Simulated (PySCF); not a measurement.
# Run report: SiN2, frequency calculation

- system: SiN2, multiplicity 3
- method: UKS-based PBE0, Si def2-TZVP, N def2-TZVP; non-relativistic Hamiltonian; density fitting (PySCF 2.14.0)

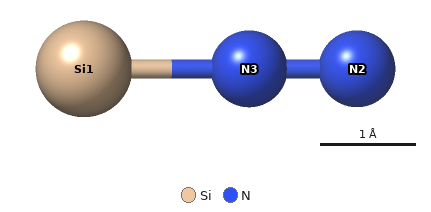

Figure 1. The structure (ball-and-stick view, seen on its broad side; atoms are numbered from 1 in the order of the input).

**Results in brief**

- outcome: converged
- total energy: −398.729819 hartree
- ⟨S²⟩: 2.032
- zero-point energy: 0.007090 hartree
- dipole moment: 0.74 D
- wavenumbers, lowest and highest: 351 and 1867 cm⁻¹
- hardware: 2 threads of Arm Neoverse V2, 24 GiB of memory available, shared host
- wall time: 21 s (CPU time 38 s)
- peak memory: 0.9 GiB

**Input**
```python
from pyscf import gto, scf, dft
mol = gto.M(atom='''
Si    -0.136227     0.000000    -1.146981
N      0.203115     0.000000     1.710152
N      0.069055     0.000000     0.581418''',
    basis={'Si': 'def2-TZVP', 'N': 'def2-TZVP'},
    charge=0, spin=2)
mf = dft.UKS(mol, xc='PBE0')
mf.grids.atom_grid = (75, 302)
aux = {'Si': 'def2-universal-JKFIT', 'N': 'def2-universal-JKFIT'}
mf = mf.density_fit(auxbasis=aux)
mf.conv_tol = 1e-09
mf.diis_space = 10
mf.max_cycle = 60
mf.verbose = 4
mf.kernel()
```

The script is an equivalent of the set-up of the self-consistent field. The run itself was carried out by a driver, which started from the orbitals of the step before it where there was one and computed the further properties.

Launch command:
```bash
OMP_NUM_THREADS=2 python axn.py task.json out
```

**Output**
```
init E= -398.729818773806
  alpha nocc = 15  HOMO = -0.225209873009723  LUMO = -0.0035391012717007
  beta  nocc = 13  HOMO = -0.333848988720248  LUMO = -0.100688978598889
  HOMO = -0.22520987301  LUMO = -0.100688978599  gap/eV = 3.38839
cycle= 1 E= -398.729818773807  delta_E= -1.48e-12  |g|= 2.77e-06  |ddm|= 4.68e-06
  alpha nocc = 15  HOMO = -0.225210175776372  LUMO = -0.0035400104017735
  beta  nocc = 13  HOMO = -0.333848402728016  LUMO = -0.100689376494587
  HOMO = -0.225210175776  LUMO = -0.100689376495  gap/eV = 3.38838
Extra cycle  E= -398.729818773796  delta_E= 1.12e-11  |g|= 5.21e-06  |ddm|= 7.13e-06
converged SCF energy = -398.729818773796  <S^2> = 2.0324005  2S+1 = 3.0215231
```

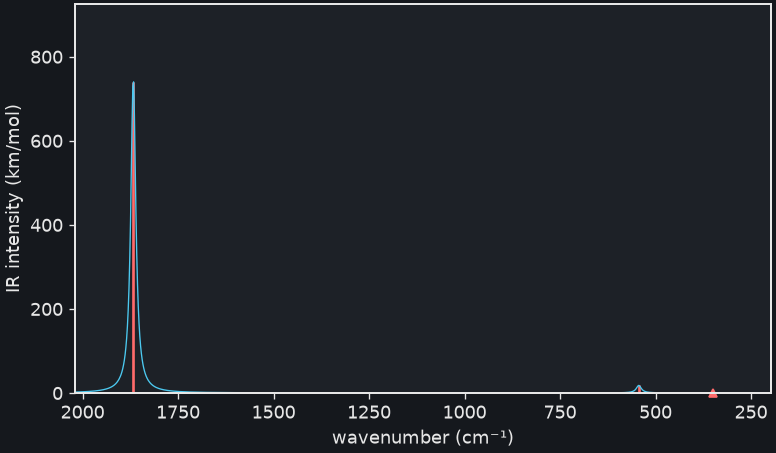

Figure 2. Harmonic infrared spectrum, unscaled: sticks (degenerate modes added up, dark ones marked on the axis) with a Lorentzian envelope of 16 cm⁻¹ full width, scaled to the tallest stick. 4 modes from 351 to 1867 cm⁻¹, none imaginary. The strongest line is at 1867 cm⁻¹ (740 km/mol). All modes, in cm⁻¹ (km/mol): 351 (0.1), 351 (0.1), 544 (17.8), 1867 (740).

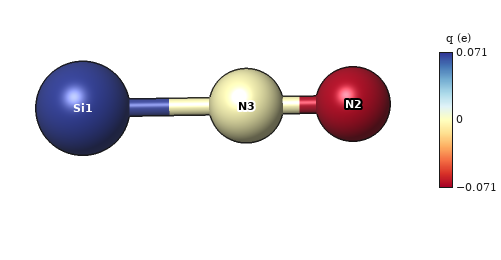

Figure 3. Mulliken charges, as the colour of each atom (ball-and-stick view, seen at a tilt; atoms are numbered from 1 in the order of the input). By element: Si +0.07 and N −0.07 to 0.00 e.
